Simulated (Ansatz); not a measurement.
# Work function of Li(100): what the settings cost and change, part 2 of 2

How thick a slab and how much vacuum does the work function of Li(100) need?

Ansatz 0.2.0; plane-wave DFT, PBE, Ansatz PAW.

So far, work function, upper face (eV): step 2 (slab, setting 1 layer) 3.24; step 5 (run, 4 atoms) 3.10; step 6 (slab, 5 atoms) 2.96; step 7 (slab, 6 atoms) 3.04; step 8 (slab, 8 atoms) 2.99.

**9. Run, 10 atoms**

System of this step: Li(100). The cell holds 10 atoms: 10 Li. Its edges and angles: a = 3.490 Å, b = 3.490 Å, c = 33.705 Å, α = 90.0°, β = 90.0°, γ = 90.0°. Vacuum lies along c.

The input, input.yaml:

```yaml
crystal:
  lattice:
    - [3.49, 0.0, 0.0]
    - [0.0, 3.49, 0.0]
    - [0.0, 0.0, 33.705]
  atoms:
    - { symbol: Li, position: [0.5, 0.5, 0.2670226969] }
    - { symbol: Li, position: [0.0, 0.0, 0.3187954309] }
    - { symbol: Li, position: [0.5, 0.5, 0.370568165] }
    - { symbol: Li, position: [0.0, 0.0, 0.422340899] }
    - { symbol: Li, position: [0.5, 0.5, 0.474113633] }
    - { symbol: Li, position: [0.0, 0.0, 0.525886367] }
    - { symbol: Li, position: [0.5, 0.5, 0.577659101] }
    - { symbol: Li, position: [0.0, 0.0, 0.629431835] }
    - { symbol: Li, position: [0.5, 0.5, 0.6812045691] }
    - { symbol: Li, position: [0.0, 0.0, 0.7329773031] }
kpoints:
  mp_grid: { grid: [12, 12, 1] }
hamiltonian:
  xc: pbe
scf:
  occupations: { method: fermi_dirac, width: 0.1 }
  convergence: { dr2_threshold: 1.0e-09 }
efield:
  axis: 3
  dipole_correction: true
  ramp_position: 0.97
  ramp_width: 0.06
output:
  write_potential: true
  write_density: true
  volumetric_format: npy
```

Run with:

```console
ansatz run input.yaml --threads 2 --pin off --max-ram 3072MiB --backend cpu --events-out ev --progress --plain --runs-dir out
```

Numbers of over 12 decimals in the logs are rounded to 6 here.

Log:

```text
[...]
Crystal: 10 atoms, lattice volume = 410.530 Å³
Basis set: ecut = 420 eV, 7957 PW (Γ)
Bands: 25, of which v1, the nominal top of the filled ones, is band 15 counted from 1 (14 counted from 0)
Symmetry: 8 space group operations
k-points: 28 of 144
[...]
k-point 1: bands = [... 11 lower, -4.0714, -3.6964, -3.1643, -2.4927, -1.7248, -0.9216, -0.0987, 0.7888, ... 6 higher]
  k-point 2: bands = [... 11 lower, -3.8770, -3.5026, -2.9717, -2.3022, -1.5371, -0.7380, 0.0752, 0.9369, ... 6 higher]
  k-point 27: bands = [... 11 lower, -0.5685, -0.2914, -0.2914, 0.1826, 0.1826, 0.8592, 0.8592, 1.7305, ... 6 higher]
[key lines of the parts left out:]
SCF converged after 7 iterations
Free energy (F): -2046.217751 eV
Fermi energy:    -0.917523 eV
Dipole field:    D = -0.000000 V/Å  (p = -0.000001 e·Å, saw-weighted, corrected)
Work function:   Φ+ = 3.0050 eV   Φ− = 3.0050 eV
```

Wall time 41 s (2 threads of AMD EPYC 7R43, shared host); peak memory 0.71 GiB.

The work function is 3.005 eV, +0.015 eV from the run “8 layers”, at 1.3 times its CPU time.

**10. Run, 13 atoms**

System of this step: Li(100). The cell holds 13 atoms: 13 Li. Cell: a = 3.490 Å, b = 3.490 Å, c = 38.940 Å, α = 90.0°, β = 90.0°, γ = 90.0°. Vacuum lies along c.

input.yaml, the sections that differ from step 9:

```yaml
crystal:
  lattice:
    - [3.49, 0.0, 0.0]
    - [0.0, 3.49, 0.0]
    - [0.0, 0.0, 38.94]
  atoms:
    - { symbol: Li, position: [0.0, 0.0, 0.2311248074] }
    - { symbol: Li, position: [0.5, 0.5, 0.2759373395] }
    - { symbol: Li, position: [0.0, 0.0, 0.3207498716] }
    - { symbol: Li, position: [0.5, 0.5, 0.3655624037] }
    - { symbol: Li, position: [0.0, 0.0, 0.4103749358] }
    - { symbol: Li, position: [0.5, 0.5, 0.4551874679] }
    - { symbol: Li, position: [0.0, 0.0, 0.5] }
    - { symbol: Li, position: [0.5, 0.5, 0.5448125321] }
    - { symbol: Li, position: [0.0, 0.0, 0.5896250642] }
    - { symbol: Li, position: [0.5, 0.5, 0.6344375963] }
    - { symbol: Li, position: [0.0, 0.0, 0.6792501284] }
    - { symbol: Li, position: [0.5, 0.5, 0.7240626605] }
    - { symbol: Li, position: [0.0, 0.0, 0.7688751926] }
# kpoints, hamiltonian, scf, efield, output: as in step 9
```

Log:

```text
[...]
Crystal: 13 atoms, lattice volume = 474.293 Å³
Basis set: ecut = 420 eV, 9199 PW (Γ)
Bands: 33, of which v1, the nominal top of the filled ones, is band 20 counted from 1 (19 counted from 0)
Symmetry: 8 space group operations
k-points: 28 of 144
[...]
k-point 1: bands = [... 16 lower, -3.3836, -2.9588, -2.4441, -1.8534, -1.2139, -0.5498, 0.1383, 0.8746, ... 9 higher]
  k-point 2: bands = [... 16 lower, -3.1902, -2.7667, -2.2541, -1.6663, -1.0307, -0.3723, 0.3044, 1.0164, ... 9 higher]
  k-point 27: bands = [... 16 lower, -0.1890, 0.1020, 0.1020, 0.5204, 0.5204, 1.0621, 1.0621, 1.7248, ... 9 higher]
[key lines of the parts left out:]
SCF converged after 7 iterations
Free energy (F): -2660.296635 eV
Fermi energy:    -0.678492 eV
Dipole field:    D = -0.000000 V/Å  (p = -0.000001 e·Å, saw-weighted, corrected)
Work function:   Φ+ = 3.0090 eV   Φ− = 3.0091 eV
```

Elapsed: 63 s, on 2 threads; peak memory 0.87 GiB; 93 s of CPU time.

The work function is 3.009 eV, +0.004 eV from the run “10 layers”, at 1.7 times its CPU time.

**11. Slab, 7 atoms**

System of this step: Li(100). The cell holds 7 atoms: 7 Li. Cell: a = 3.490 Å, b = 3.490 Å, c = 20.470 Å, α = 90.0°, β = 90.0°, γ = 90.0°. Vacuum lies along c.

input.yaml, the sections that differ from step 10:

```yaml
crystal:
  lattice:
    - [3.49, 0.0, 0.0]
    - [0.0, 3.49, 0.0]
    - [0.0, 0.0, 20.47]
  atoms:
    - { symbol: Li, position: [0.0, 0.0, 0.2442598925] }
    - { symbol: Li, position: [0.5, 0.5, 0.329506595] }
    - { symbol: Li, position: [0.0, 0.0, 0.4147532975] }
    - { symbol: Li, position: [0.5, 0.5, 0.5] }
    - { symbol: Li, position: [0.0, 0.0, 0.5852467025] }
    - { symbol: Li, position: [0.5, 0.5, 0.670493405] }
    - { symbol: Li, position: [0.0, 0.0, 0.7557401075] }
# kpoints, hamiltonian, scf, efield, output: as in step 10
```

Log:

```text
[...]
Crystal: 7 atoms, lattice volume = 249.327 Å³
Basis set: ecut = 420 eV, 4817 PW (Γ)
Bands: 18, of which v1, the nominal top of the filled ones, is band 11 counted from 1 (10 counted from 0)
Symmetry: 8 space group operations
k-points: 28 of 144
[...]
k-point 1: bands = [... 7 lower, -3.8840, -3.4722, -2.7602, -1.8074, -0.7831, 0.2879, 1.2713, 2.7911, ... 3 higher]
  k-point 2: bands = [... 7 lower, -3.6894, -3.2779, -2.5666, -1.6153, -0.5910, 0.4695, 1.4448, 2.6297, ... 3 higher]
  k-point 27: bands = [... 7 lower, -0.1477, -0.1477, 0.3676, 0.3676, 1.2680, 1.2680, 2.4896, 2.5238, ... 3 higher]
[key lines of the parts left out:]
SCF converged after 7 iterations
Free energy (F): -1432.140933 eV
Fermi energy:    -0.575561 eV
Dipole field:    D = -0.000000 V/Å  (p = -0.000000 e·Å, saw-weighted, corrected)
Work function:   Φ+ = 3.0366 eV (in doubt: plateau slope 6.4e-2 eV/Å)   Φ− = 3.0404 eV (in doubt: plateau slope 5.0e-2 eV/Å)
```

Elapsed: 16 s, on 2 threads; peak memory 0.5 GiB.

The work function is 3.037 eV. The program marks this work function as in doubt.

**12. Slab, 7 atoms (run 2)**

The cell differs from the one that the last finished run ended in (c 20.470 → 24.470 Å).

input.yaml, the sections that differ from step 11:

```yaml
crystal:
  lattice:
    - [3.49, 0.0, 0.0]
    - [0.0, 3.49, 0.0]
    - [0.0, 0.0, 24.47]
  atoms:
    - { symbol: Li, position: [0.0, 0.0, 0.2860645689] }
    - { symbol: Li, position: [0.5, 0.5, 0.3573763792] }
    - { symbol: Li, position: [0.0, 0.0, 0.4286881896] }
    - { symbol: Li, position: [0.5, 0.5, 0.5] }
    - { symbol: Li, position: [0.0, 0.0, 0.5713118104] }
    - { symbol: Li, position: [0.5, 0.5, 0.6426236208] }
    - { symbol: Li, position: [0.0, 0.0, 0.7139354311] }
# kpoints, hamiltonian, scf, efield, output: as in step 11
```

Log:

```text
[...]
Crystal: 7 atoms, lattice volume = 298.047 Å³
Basis set: ecut = 420 eV, 5773 PW (Γ)
Bands: 18, of which v1, the nominal top of the filled ones, is band 11 counted from 1 (10 counted from 0)
Symmetry: 8 space group operations
k-points: 28 of 144
[...]
k-point 1: bands = [... 7 lower, -4.2829, -3.8713, -3.1590, -2.2090, -1.1747, -0.1430, 0.9538, 2.0753, ... 3 higher]
  k-point 2: bands = [... 7 lower, -4.0883, -3.6770, -2.9655, -2.0167, -0.9834, 0.0420, 1.1191, 2.1659, ... 3 higher]
  k-point 27: bands = [... 7 lower, -0.5466, -0.5466, -0.0314, -0.0314, 0.8689, 0.8689, 2.0908, 2.1249, ... 3 higher]
[key lines of the parts left out:]
SCF converged after 7 iterations
Free energy (F): -1432.140252 eV
Fermi energy:    -0.973716 eV
Dipole field:    D = -0.000001 V/Å  (p = -0.000001 e·Å, saw-weighted, corrected)
Work function:   Φ+ = 3.0364 eV   Φ− = 3.0365 eV
```

Elapsed: 19 s, on 2 threads; peak memory 0.54 GiB; 28 s of CPU time.

The work function is 3.036 eV, -0.000 eV from the run “7 layers, 10 Å of vacuum”, at 1.2 times its CPU time.

**13. Slab, 7 atoms (run 3)**

The cell differs from the one that the last finished run ended in (c 24.470 → 36.470 Å).

input.yaml, the sections that differ from step 12:

```yaml
crystal:
  lattice:
    - [3.49, 0.0, 0.0]
    - [0.0, 3.49, 0.0]
    - [0.0, 0.0, 36.47]
  atoms:
    - { symbol: Li, position: [0.0, 0.0, 0.3564573622] }
    - { symbol: Li, position: [0.5, 0.5, 0.4043049081] }
    - { symbol: Li, position: [0.0, 0.0, 0.4521524541] }
    - { symbol: Li, position: [0.5, 0.5, 0.5] }
    - { symbol: Li, position: [0.0, 0.0, 0.5478475459] }
    - { symbol: Li, position: [0.5, 0.5, 0.5956950919] }
    - { symbol: Li, position: [0.0, 0.0, 0.6435426378] }
# kpoints, hamiltonian, scf, efield, output: as in step 12
```

Log:

```text
[...]
Crystal: 7 atoms, lattice volume = 444.208 Å³
Basis set: ecut = 420 eV, 8637 PW (Γ)
Bands: 18, of which v1, the nominal top of the filled ones, is band 11 counted from 1 (10 counted from 0)
Symmetry: 8 space group operations
k-points: 28 of 144
[...]
k-point 1: bands = [... 7 lower, -4.9611, -4.5495, -3.8372, -2.8873, -1.8527, -0.8231, 0.2942, 1.2082, ... 3 higher]
  k-point 2: bands = [... 7 lower, -4.7664, -4.3552, -3.6437, -2.6949, -1.6615, -0.6378, 0.4552, 1.3571, ... 3 higher]
  k-point 27: bands = [... 7 lower, -1.2247, -1.2247, -0.7096, -0.7096, 0.1907, 0.1907, 1.4126, 1.4468, ... 3 higher]
[key lines of the parts left out:]
SCF converged after 7 iterations
Free energy (F): -1432.140259 eV
Fermi energy:    -1.651873 eV
Dipole field:    D = -0.000000 V/Å  (p = -0.000000 e·Å, saw-weighted, corrected)
Work function:   Φ+ = 3.0355 eV   Φ− = 3.0355 eV
```

Run time: 32 s. Hardware: 2 threads; peak memory 0.66 GiB; 51 s of CPU time.

The work function is 3.036 eV, -0.001 eV from the run “7 layers, 14 Å of vacuum”, at 1.8 times its CPU time.

**14. The series together**

Times are for 2 threads of AMD EPYC 7R43, shared host. The runs compared:

| no. | setting | work function, upper face (eV) | time | memory (GiB) |
| --- | --- | --- | --- | --- |
| 1 | 1 layer | 3.239 | 7.6 s | 0.45 |
| 2 | 2 layers | 3.042 | 9.3 s | 0.43 |
| 3 | 3 layers | 2.929 | 11 s | 0.44 |
| 4 | 4 layers | 3.098 | 14 s | 0.47 |
| 5 | 5 layers | 2.964 | 19 s | 0.49 |
| 6 | 6 layers | 3.036 | 20 s | 0.52 |
| 7 | 8 layers | 2.990 | 32 s | 0.6 |
| 8 | 10 layers | 3.005 | 41 s | 0.71 |
| 9 | 13 layers | 3.009 | 63 s | 0.87 |
| 10 | 7 layers, 10 Å of vacuum | 3.037 | 16 s | 0.5 |
| 11 | 7 layers, 14 Å of vacuum | 3.036 | 19 s | 0.54 |
| 12 | 7 layers, 26 Å of vacuum | 3.036 | 32 s | 0.66 |

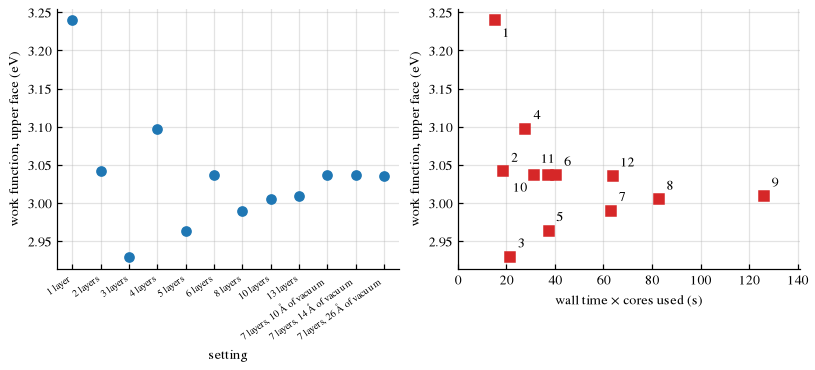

The series as plots; the last panel sets the first result against cost, with the runs numbered as in the table.

**15. A changed input**

System of this step: Li(100) monolayer. The cell holds 1 atom: 1 Li. Its edges and angles: a = 3.490 Å, b = 3.490 Å, c = 18.000 Å, α = 90.0°, β = 90.0°, γ = 90.0°. Vacuum lies along c.

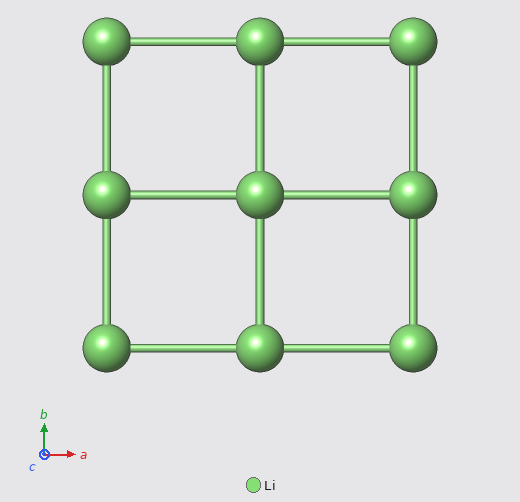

The cell of this step (lithium green). 3×3×1 cells are drawn.

An input spoilt on purpose, to show how the run answers: it repeats the earlier run “1 layer” with efield.dipole_correction from dipole_correction to dipole_correctio, and scf.max_iter set to 80; its output block differs too.

input.yaml, the sections that differ from step 13:

```yaml
crystal:
  lattice:
    - [3.49, 0.0, 0.0]
    - [0.0, 3.49, 0.0]
    - [0.0, 0.0, 18.0]
  atoms:
    - { symbol: Li, position: [0.5, 0.5, 0.5] }
scf:
  occupations: { method: fermi_dirac, width: 0.1 }
  convergence: { dr2_threshold: 1.0e-09 }
  max_iter: 80
efield:
  axis: 3
  dipole_correctio: true
  ramp_position: 0.97
  ramp_width: 0.06
# kpoints, hamiltonian, output: as in step 13
```

Log:

```text
Error: YAML parse error: error: line 18 column 3: unknown field `dipole_correctio`, expected one of axis, amplitude, dipole_correction, ramp_position, ramp_width
  --> <input>:18:3
   |
16 | efield:
17 |   axis: 3
18 |   dipole_correctio: true
   |   ^ unknown field `dipole_correctio`, expected one of axis, amplitude, dipole_correction, ramp_position, ramp_width
19 |   ramp_position: 0.97
20 |   ramp_width: 0.06
   |
```

It took 0.08 s on 2 threads; peak memory 0.06 GiB.

The program refused the input before any cycle.

The program's message: “Error: YAML parse error: error: line 18 column 3: unknown field `dipole_correctio`, expected one of axis, amplitude, dipole_correction, ramp_position, ramp_width”

A key was misspelt on purpose.

**16. Summary of results**

```json
{
 "work function, 1 layer": "3.239 eV",
 "work function, 3 layers": "2.929 eV",
 "work function, 6 layers": "3.036 eV",
 "work function, 13 layers": "3.009 eV"
}
```

**Reading.** The thickest slab gives 3.01 eV, and the settings tried spread the value from 2.93 to 3.24 eV. At 18 Å of vacuum, the slabs from 5 layers on stay within 0.05 eV of the thickest. Beyond two layers the value swings up and down with thickness, as is usual where quantum-well states cross the Fermi level; the levels were not examined here. Going from 10 to 26 Å of vacuum moves it by 0.001 eV. The program marks the value as in doubt in “7 layers, 10 Å of vacuum”. The ladder's slabs use the tabulated experimental lattice constant (two decimals; a low-temperature value for the alkali metals). In 1 run of the series (7 layers, 10 Å of vacuum) the program warns that electrons reach the sawtooth's ramp, which makes dipole and work function less sure.

[Logs are printed without paths, hosts, clocks, repeated set-up lines and the standing remarks that a program may print on its own settings, such as how far it seeks lower states.]

[Hosts, paths, dates, database ids (printed as entryN), source tags and the programs' standing remarks are cut or masked in the printed files.]

[Maps of the electrostatic potential energy from Ansatz leave out the sawtooth potential of an applied field or a dipole correction, so their vacuum need not be flat; planar profiles and work functions include it.]
